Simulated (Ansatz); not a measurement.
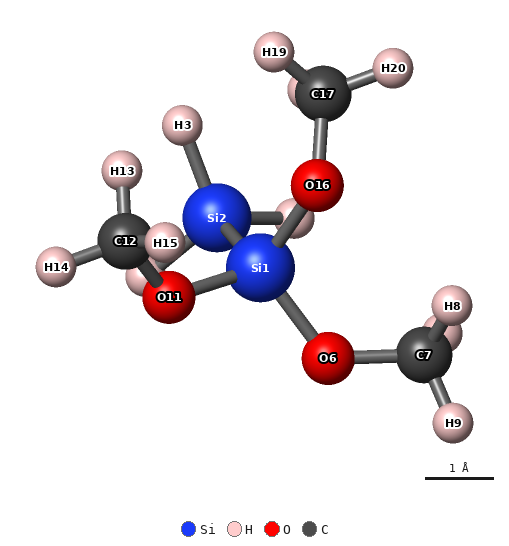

The structure as given in the input (ball-and-stick view, seen at a tilt; atoms are numbered from 1 in the order of the input). Bond lengths as drawn: C–H 1.11 Å, C–O 1.42 Å, H–Si 1.46 Å, O–Si 1.68 Å and Si–Si 2.22 Å.

**Geometry relaxation, with input and output: C$_{3}$H$_{12}$O$_{3}$Si$_{2}$ (part 1 of 3)**

- system: C$_{3}$H$_{12}$O$_{3}$Si$_{2}$
- method: RHF/STO-3G (Ansatz 0.2.0)

It belongs to a series of runs on one base structure; here: start relaxed. Figures and captions count atoms from 1; the log counts them from 0 in places.

### Input
```yaml
crystal:
  periodic: [false, false, false]
  atoms:
    - { symbol: Si, position_ang: [0.0, 0.0, 0.0] }
    - { symbol: Si, position_ang: [0.0, 0.0, 2.22] }
    - { symbol: H, position_ang: [-1.3148, -0.4067, 2.7074] }
    - { symbol: H, position_ang: [1.0096, -0.9353, 2.7074] }
    - { symbol: H, position_ang: [0.3052, 1.342, 2.7074] }
    - { symbol: O, position_ang: [1.5842, 0.0, -0.5594] }
    - { symbol: C, position_ang: [2.3503, -1.1632, -0.836] }
    - { symbol: H, position_ang: [1.7187, -1.9052, -1.3675] }
    - { symbol: H, position_ang: [3.2179, -0.8926, -1.4733] }
    - { symbol: H, position_ang: [2.7141, -1.6023, 0.1163] }
    - { symbol: O, position_ang: [-0.7913, 1.3709, -0.5594] }
    - { symbol: C, position_ang: [-2.1512, 1.4177, -0.9653] }
    - { symbol: H, position_ang: [-2.7687, 0.8215, -0.2614] }
    - { symbol: H, position_ang: [-2.5023, 2.4707, -0.9639] }
    - { symbol: H, position_ang: [-2.2473, 0.9975, -1.9882] }
    - { symbol: O, position_ang: [-0.7913, -1.3709, -0.5594] }
    - { symbol: C, position_ang: [-1.5365, -2.2685, 0.2501] }
    - { symbol: H, position_ang: [-1.2251, -2.1576, 1.3097] }
    - { symbol: H, position_ang: [-2.6187, -2.04, 0.1571] }
    - { symbol: H, position_ang: [-1.349, -3.3106, -0.083] }
basis:
  gaussian: { orbitals: STO-3G }
hamiltonian:
  xc: hf
relax:
  f_tol: 0.02
  max_steps: 40
output:
  orbitals: {}
```

Machine: 1 thread of Arm Neoverse N1, 60 GiB of memory available, shared host.

Launched with:
```bash
ansatz run input.yaml --threads 1 --pin off --max-ram 2048MiB --backend cpu --events-out ev --progress --plain --runs-dir out
```

### What the program printed
```
The last accepted step is kept in [file] (removed where the run ends without a failure and the disk answers)
Engine: ansatz 0.2.0, aarch64-unknown-linux-gnu
Functional definition: HF
  exchange = exact_x
  correlation = 0
875 factors; integrals over basis functions are off by at most 1.3e-5 eV
mean field evaluation 1: about -24811.8123 eV, gradient 3.7e1 eV
mean field evaluation 2: about -24812.1105 eV, gradient 3.7e1 eV
mean field evaluation 4: about -24816.8656 eV, gradient 2.0e0 eV
mean field evaluation 8: about -24816.8851 eV, gradient 3.9e-4 eV
mean field -24816.88506254 eV, -912.0037045595 hartree, gradient 9.3e-6 eV, S^2 0.000000; 0 other end points of the search recorded, 0 dependent functions left out
the calculation of the forces begins
reference -24816.88506254 eV, -912.0037045595 hartree; 41, 41 occupied and 19, 19 virtual orbitals, 875 factors
relax step   1: F+E_penalty+E_count = -24816.88506254 eV  Δ(F+E_penalty+E_count) = +0.000e0 eV  max|allowed force component| = 1.741e0 eV/Å  Δτ_max = 0.0000 Å  (25 SCF iters, accepted)
these checks for a lower state are left out or cut short: starts, cluster_reference, orbital_swaps, neighbouring_geometries, increment
875 factors; integrals over basis functions are off by at most 1.3e-5 eV
mean field evaluation 16: about -24817.3882 eV, gradient 2.6e-4 eV
mean field -24817.38823252 eV, -912.0221957152 hartree, gradient 6.3e-6 eV, S^2 0.000000; 0 other end points of the search recorded, 0 dependent functions left out
[... from here on the field's lines of each further geometry are left out, up to the last ...]
relax step   2: F+E_penalty+E_count = -24817.38823252 eV  Δ(F+E_penalty+E_count) = -5.032e-1 eV  max|allowed force component| = 3.766e-1 eV/Å  Δτ_max = 0.1991 Å  (31 SCF iters, accepted)
relax step   3: F+E_penalty+E_count = -24817.44722758 eV  Δ(F+E_penalty+E_count) = -5.900e-2 eV  max|allowed force component| = 3.606e-1 eV/Å  Δτ_max = 0.0958 Å  (24 SCF iters, accepted)
relax step   4: F+E_penalty+E_count = -24817.49098580 eV  Δ(F+E_penalty+E_count) = -4.376e-2 eV  max|allowed force component| = 3.074e-1 eV/Å  Δτ_max = 0.2000 Å  (30 SCF iters, accepted)
relax step   5: F+E_penalty+E_count = -24817.51860184 eV  Δ(F+E_penalty+E_count) = -2.762e-2 eV  max|allowed force component| = 1.493e-1 eV/Å  Δτ_max = 0.2000 Å  (30 SCF iters, accepted)
relax step   6: F+E_penalty+E_count = -24817.53368806 eV  Δ(F+E_penalty+E_count) = -1.509e-2 eV  max|allowed force component| = 2.187e-2 eV/Å  Δτ_max = 0.1281 Å  (30 SCF iters, accepted)
relax step   7: F+E_penalty+E_count = -24817.51277211 eV  Δ(F+E_penalty+E_count) = +2.092e-2 eV  max|allowed force component| = 6.088e-1 eV/Å  Δτ_max = 0.1952 Å  (30 SCF iters, rejected (line search))
relax step   8: F+E_penalty+E_count = -24817.53805357 eV  Δ(F+E_penalty+E_count) = -4.366e-3 eV  max|allowed force component| = 3.368e-2 eV/Å  Δτ_max = 0.0678 Å  (24 SCF iters, accepted)
relax step   9: F+E_penalty+E_count = -24817.54155439 eV  Δ(F+E_penalty+E_count) = -3.501e-3 eV  max|allowed force component| = 1.539e-1 eV/Å  Δτ_max = 0.0960 Å  (30 SCF iters, accepted)
relax step  10: F+E_penalty+E_count = -24817.54063835 eV  Δ(F+E_penalty+E_count) = +9.160e-4 eV  max|allowed force component| = 1.555e-1 eV/Å  Δτ_max = 0.0738 Å  (24 SCF iters, rejected (line search))
relax step  11: F+E_penalty+E_count = -24817.54515755 eV  Δ(F+E_penalty+E_count) = -3.603e-3 eV  max|allowed force component| = 4.382e-2 eV/Å  Δτ_max = 0.0369 Å  (24 SCF iters, accepted)
relax step  12: F+E_penalty+E_count = -24817.54797354 eV  Δ(F+E_penalty+E_count) = -2.816e-3 eV  max|allowed force component| = 9.378e-2 eV/Å  Δτ_max = 0.0747 Å  (24 SCF iters, accepted)
relax step  13: F+E_penalty+E_count = -24817.54867994 eV  Δ(F+E_penalty+E_count) = -7.064e-4 eV  max|allowed force component| = 3.074e-1 eV/Å  Δτ_max = 0.1043 Å  (30 SCF iters, accepted)
relax step  14: F+E_penalty+E_count = -24817.55043825 eV  Δ(F+E_penalty+E_count) = -1.758e-3 eV  max|allowed force component| = 1.255e-1 eV/Å  Δτ_max = 0.0144 Å  (25 SCF iters, accepted)
relax step  15: F+E_penalty+E_count = -24817.55171796 eV  Δ(F+E_penalty+E_count) = -1.280e-3 eV  max|allowed force component| = 7.696e-3 eV/Å  Δτ_max = 0.0450 Å  (24 SCF iters, accepted)
relax step  16: F+E_penalty+E_count = -24817.55215280 eV  Δ(F+E_penalty+E_count) = -4.348e-4 eV  max|allowed force component| = 1.078e-1 eV/Å  Δτ_max = 0.0869 Å  (24 SCF iters, accepted)
relax step  17: F+E_penalty+E_count = -24817.55198106 eV  Δ(F+E_penalty+E_count) = +1.717e-4 eV  max|allowed force component| = 8.891e-2 eV/Å  Δτ_max = 0.0456 Å  (24 SCF iters, rejected (line search))
relax step  18: F+E_penalty+E_count = -24817.55276105 eV  Δ(F+E_penalty+E_count) = -6.082e-4 eV  max|allowed force component| = 1.584e-2 eV/Å  Δτ_max = 0.0132 Å  (25 SCF iters, accepted)
relax step  19: F+E_penalty+E_count = -24817.55289961 eV  Δ(F+E_penalty+E_count) = -1.386e-4 eV  max|allowed force component| = 2.042e-2 eV/Å  Δτ_max = 0.0254 Å  (25 SCF iters, accepted)
the calculation of the forces begins
reference -24817.55295912 eV, -912.0282493062 hartree; 41, 41 occupied and 19, 19 virtual orbitals, 879 factors
relax step  20: F+E_penalty+E_count = -24817.55295912 eV  Δ(F+E_penalty+E_count) = -5.952e-5 eV  max|allowed force component| = 1.198e-2 eV/Å  Δτ_max = 0.0261 Å  (26 SCF iters, accepted)
879 factors; integrals over basis functions are off by at most 1.7e-5 eV
mean field evaluation 160: about -24812.5311 eV, gradient 3.8e1 eV
```

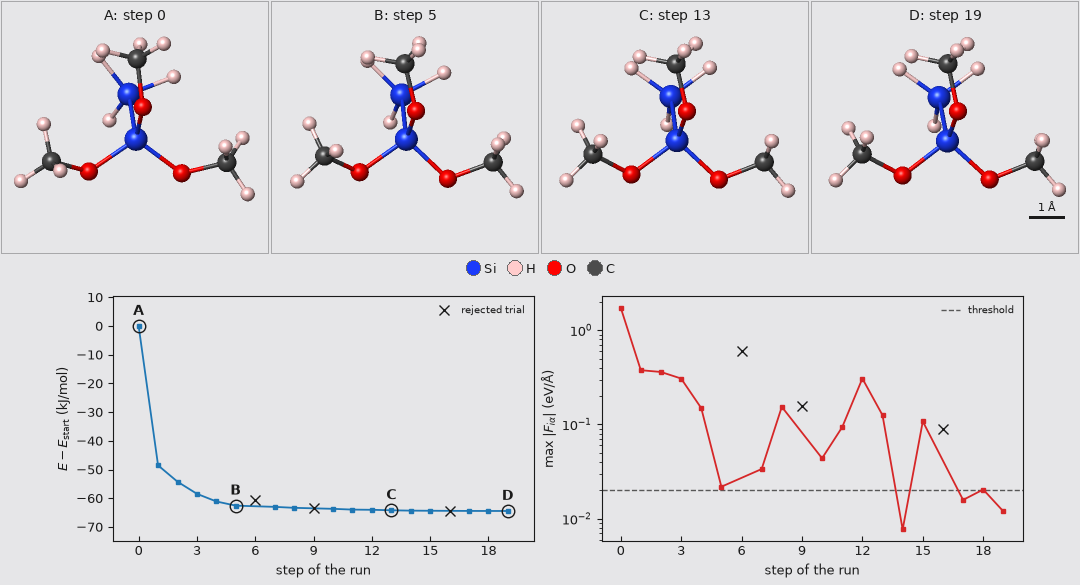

Frames of the relaxation (ball-and-stick view, seen at a tilt) above the curves, on which the letters mark them (the first geometry is step 0 here and step 1 in the log).

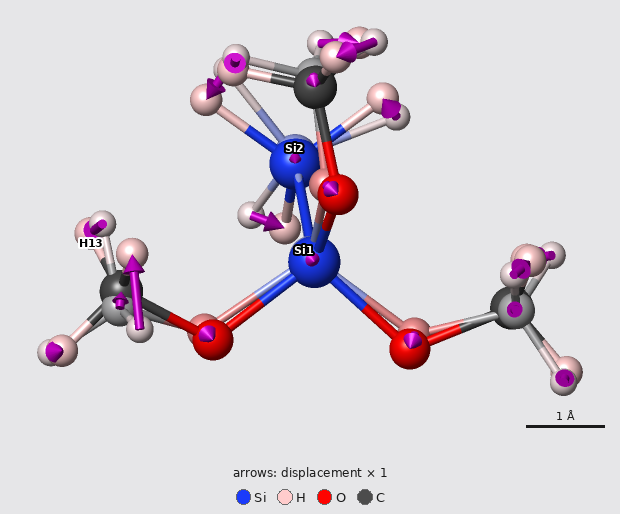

Start (faint) and end (solid) with the displacements as pink arrows, at true length (ball-and-stick view, seen at a tilt). The two geometries are laid on each other by the best rigid fit. The energy falls by 64.4 kJ/mol in 19 geometry steps. Largest force component: 1.7 eV/Å at the start, 0.012 eV/Å at the end. The line search rejected the trial steps at points 6, 9, 16 (counted from 0) and went back. H15 moves most after the best rigid fit: 0.99 Å. Largest moves by element: H 0.99 Å, O 0.32 Å, C 0.23 Å, Si 0.18 Å. Among the contacts that change: Si1–Si2 2.220 → 2.269 Å, Si2–H3 1.460 → 1.423 Å, C12–H14 1.110 → 1.093 Å, C12–H13 1.110 → 1.098 Å. Among the angles that change: Si1–O6–C7 125.0° → 115.7°, O6–Si1–O11 109.5° → 100.6°, Si1–O16–C17 125.0° → 119.1°. (Atoms are counted from 1 in the order of the input.)

```
mean field -24817.55295912 eV, -912.0282493062 hartree, gradient 7.3e-6 eV, S^2 0.000000; 1 other end points of the search recorded, 0 dependent functions left out
the calculation of the forces begins
reference -24817.55295912 eV, -912.0282493062 hartree; 41, 41 occupied and 19, 19 virtual orbitals, 879 factors
Total energy: -24817.55295912 eV, -912.0282493062 hartree
Atom 0 at    -0.012375    -0.060082    -0.163893 Å, force    -0.007101     0.006871     0.004940 eV/Å
Atom 1 at     0.002885     0.019321     2.103375 Å, force     0.001699    -0.002437     0.001053 eV/Å
Atom 2 at    -1.322972     0.064833     2.617571 Å, force    -0.001365    -0.001260     0.000432 eV/Å
Atom 3 at     0.647647    -1.126475     2.647534 Å, force     0.000094     0.001115     0.000245 eV/Å
Atom 4 at     0.697733     1.179026     2.545526 Å, force    -0.001537    -0.000233    -0.002553 eV/Å
Atom 5 at     1.514473     0.065355    -0.843906 Å, force     0.006752     0.006316    -0.006216 eV/Å
Atom 6 at     2.378566    -1.045619    -0.631909 Å, force    -0.000237    -0.002956     0.000744 eV/Å
Atom 7 at     1.964064    -1.988018    -1.007633 Å, force     0.000071    -0.000574    -0.000034 eV/Å
Atom 8 at     3.314668    -0.861071    -1.164957 Å, force    -0.000697    -0.000438    -0.000063 eV/Å
Atom 9 at     2.629131    -1.194352     0.425952 Å, force    -0.000063    -0.000060     0.000279 eV/Å
Atom 10 at    -0.769764     1.266617    -0.856589 Å, force    -0.011976    -0.007223     0.007317 eV/Å
Atom 11 at    -2.189390     1.298043    -0.764737 Å, force     0.000124    -0.002736    -0.000917 eV/Å
Atom 12 at    -2.553226     1.308650     0.270706 Å, force     0.006232    -0.000603    -0.010634 eV/Å
Atom 13 at    -2.545853     2.214184    -1.242619 Å, force     0.000799    -0.000998    -0.000083 eV/Å
Atom 14 at    -2.669368     0.454110    -1.273907 Å, force     0.006721     0.008388     0.006568 eV/Å
Atom 15 at    -0.687272    -1.454379    -0.807132 Å, force     0.000888    -0.003610    -0.004780 eV/Å
Atom 16 at    -1.519849    -2.260697     0.013682 Å, force    -0.001585    -0.001002     0.001160 eV/Å
Atom 17 at    -1.000370    -2.659075     0.893590 Å, force     0.000624    -0.000546     0.001295 eV/Å
Atom 18 at    -2.413661    -1.736509     0.372747 Å, force    -0.000415     0.000123     0.001027 eV/Å
Atom 19 at    -1.861269    -3.116463    -0.574802 Å, force     0.000972     0.001861     0.000222 eV/Å
Dipole moment:    -0.225768    -0.299425     0.516116 e Å
```

### Trajectory as extended XYZ (Å, eV, eV/Å), 20 frames, from step=1 to step=20
```
20
Properties=species:S:1:pos:R:3:forces:R:3 step=1 energy=-24816.88506
Si    0.0000    0.0000    0.0000   -0.7622  -1.1969  -0.2315
Si    0.0000    0.0000    2.2200    0.1503   0.3295   1.7412
H    -1.3148   -0.4067    2.7074    1.0221   0.4172  -0.0994
H     1.0096   -0.9353    2.7074   -0.7927   0.6773  -0.1811
H     0.3052    1.3420    2.7074   -0.2295  -1.0306  -0.1761
O     1.5842    0.0000   -0.5594   -0.2617   1.3299  -0.5317
C     2.3503   -1.1632   -0.8360   -1.1544  -0.2328   0.2920
H     1.7187   -1.9052   -1.3675    0.7920   0.0043   0.2324
H     3.2179   -0.8926   -1.4733   -0.5656  -0.1740   0.4502
H     2.7141   -1.6023    0.1163    0.0493  -0.1060  -0.6826
O    -0.7913    1.3709   -0.5594    1.2136   0.6399  -0.1806
C    -2.1512    1.4177   -0.9653    0.4480  -1.1171   0.2357
H    -2.7687    0.8215   -0.2614   -0.2241   0.4738  -0.6642
H    -2.5023    2.4707   -0.9639    0.2439  -0.6921   0.0006
H    -2.2473    0.9975   -1.9882   -0.4371   0.2878   0.5340
O    -0.7913   -1.3709   -0.5594    0.4003   0.1121  -1.0825
C    -1.5365   -2.2685    0.2501    0.4988   0.7842   0.2925
H    -1.2251   -2.1576    1.3097   -0.6656  -0.7099  -0.5295
H    -2.6187   -2.0400    0.1571    0.4909  -0.4068   0.2942
H    -1.3490   -3.3106   -0.0830   -0.2160   0.6102   0.2860
20
Properties=species:S:1:pos:R:3:forces:R:3 step=2 energy=-24817.38823
Si   -0.0113   -0.0185    0.0334   -0.2674  -0.2899   0.3202
Si    0.0291    0.0693    2.3063   -0.1695  -0.3211   0.1414
H    -1.2358   -0.2938    2.8511   -0.0054   0.0133  -0.0519
H     0.9805   -0.8594    2.8145    0.0370   0.0309  -0.0013
H     0.3373    1.3580    2.8173    0.1143   0.1067  -0.1691
O     1.5383    0.0451   -0.5909    0.0084   0.1695  -0.3068
C     2.2643   -1.1502   -0.8431    0.0522  -0.1136   0.1114
H     1.6968   -1.9302   -1.3688   -0.0736   0.1836   0.0762
H     3.1254   -0.8968   -1.4703   -0.0667   0.0040  -0.0035
H     2.6688   -1.6024    0.0743   -0.1490   0.0527  -0.0210
O    -0.7375    1.3643   -0.5597    0.1039   0.1959  -0.2044
C    -2.0981    1.3564   -0.9686   -0.1382  -0.0139   0.1152
H    -2.7765    0.8172   -0.2901    0.2054   0.0074  -0.0601
H    -2.4444    2.3956   -0.9934    0.0196  -0.0510  -0.0360
H    -2.2496    0.9437   -1.9749    0.1382  -0.0782   0.1034
O    -0.7710   -1.3557   -0.6333    0.1123  -0.0150   0.1266
C    -1.5134   -2.2609    0.1718   -0.1003  -0.1055   0.3766
H    -1.2466   -2.2684    1.2401    0.0758   0.1056  -0.2963
H    -2.5926   -2.0613    0.1277    0.0978   0.0585  -0.0882
H    -1.3598   -3.2846   -0.1848    0.0052   0.0602  -0.1323
```
